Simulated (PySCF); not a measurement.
# C₂H₆Cl₃NSi (SiCl3(NHEt)): what the fields show

```xyz
13

Si    0.3097    1.4778    1.1656
Cl    0.2162    1.6508    3.2018
Cl    2.2863    1.5307    0.5941
Cl   -0.5670    3.0979    0.2690
N    -0.4962    0.0557    0.7310
C    -0.7048   -0.3977   -0.6328
C     0.3099   -1.4289   -1.0966
H    -0.6399   -0.6414    1.4539
H    -1.7301   -0.7950   -0.7301
H    -0.6717    0.4863   -1.2910
H     1.3297   -1.0183   -1.0477
H     0.1102   -1.7411   -2.1331
H     0.2783   -2.3288   -0.4620
```

Geometry: PBE0-D3(BJ)/def2-SVP.

All numbers below come from PBE0/pcSseg-1, SCF density, gas phase, non-relativistic (PySCF 2.14.0).

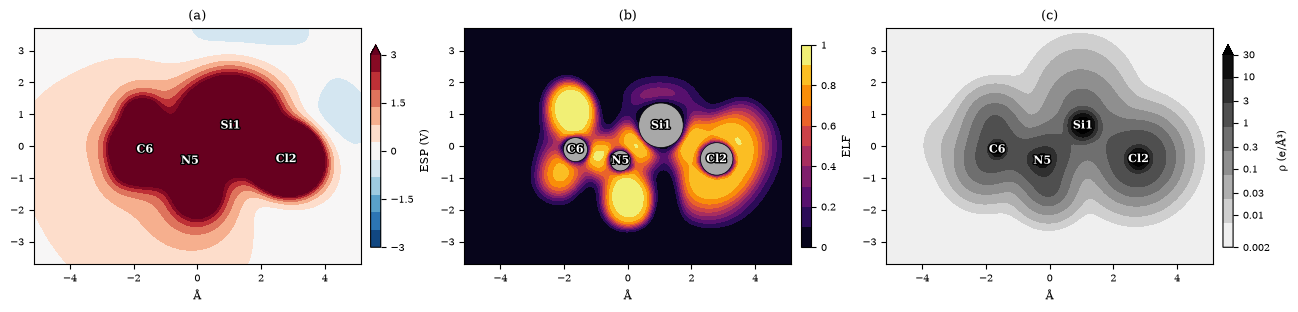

Figure 1. (a) electrostatic potential; (b) electron localisation function; (c) total electron density on the plane of atoms Si1, N5 and C6. Grey discs cover the atomic cores in the ELF map.

### Describe what can be read from this map.

The section cuts through Si, Cl, N and C sites. C–N (1.45 Å): the density is about 1.9 e/Å³ at the midpoint; the ELF peaks at about 0.90 between the atoms; localised, covalent bonding. Si–N (1.69 Å): ρ is about 1.2 e/Å³ halfway; the ELF peaks at about 0.90 between the atoms: a shared but strongly polarised pair. Si–Cl (2.05 Å): ρ at the midpoint is about 0.94 e/Å³; the ELF peaks at about 0.90 between the atoms; a shared but strongly polarised pair. The ELF also peaks beside Cl2, away from the bonds: lone-pair regions. Outside the dense part of the molecule the potential is most negative (−0.4 V) near Cl4, which lies off the plane.

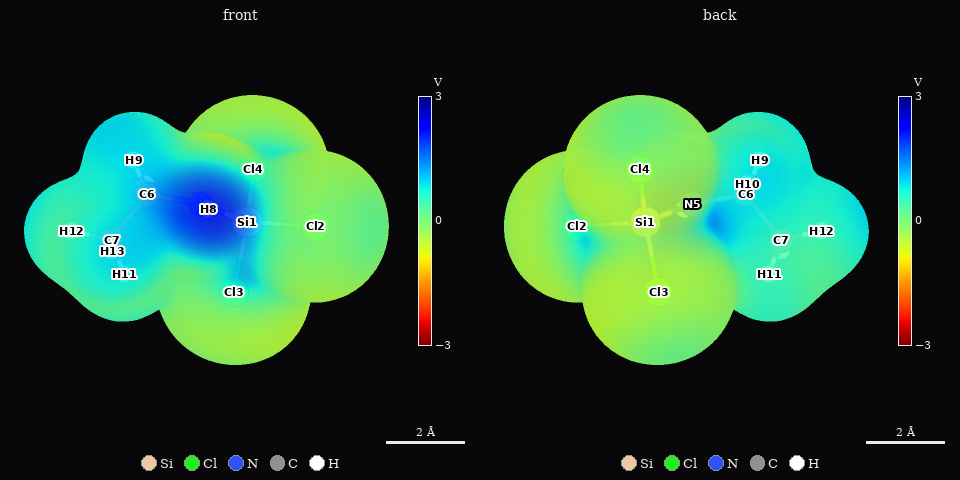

Figure 2. The molecular electrostatic potential painted on the density surface at 0.002 e/bohr³, seen from the front and from behind; red is negative and blue positive.

### Which sites attract a positive test charge, and which a negative one?

A positive charge is drawn to the negative regions and a negative charge to the positive ones. The most negative region (about −0.5 V) lies over Cl3, Cl4 and N5, the most positive (about +2.1 V) over H8. Cl2 shows a σ-hole: about +0.2 V at the tip opposite its bond, against about −0.2 V on its flanks. Cl4 shows a σ-hole: about +0.2 V at the tip opposite its bond, against about −0.3 V on its flanks.

### What dipole moment does the calculation give?

Its dipole moment is 3.03 D.
